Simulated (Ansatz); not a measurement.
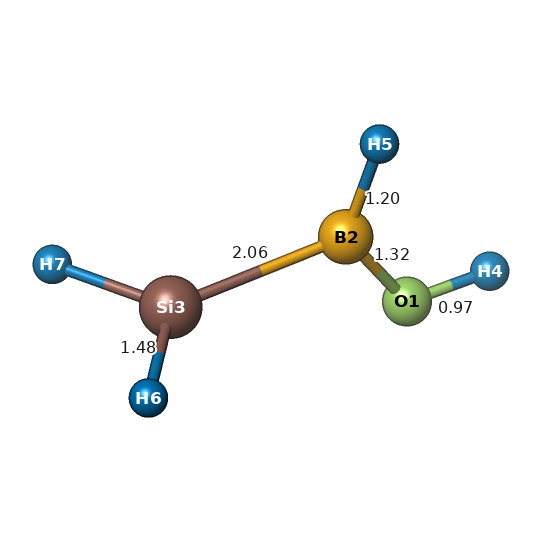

The numbers beside the sticks are distances in Å. Sticks don't show bond order. The species has charge +1 and is a spin singlet. The computed structure is the end point of a PBE0-D4/def2-TZVP optimisation. No frequency run is at hand to confirm it as a minimum.

**Assign a bond order to each marked bond.**

O1–B2 single; O1–H4 single; B2–Si3 single; B2–H5 single; Si3–H6 single. This is one Lewis structure.

**Give the structure as SMILES.**

OB[SiH2+]
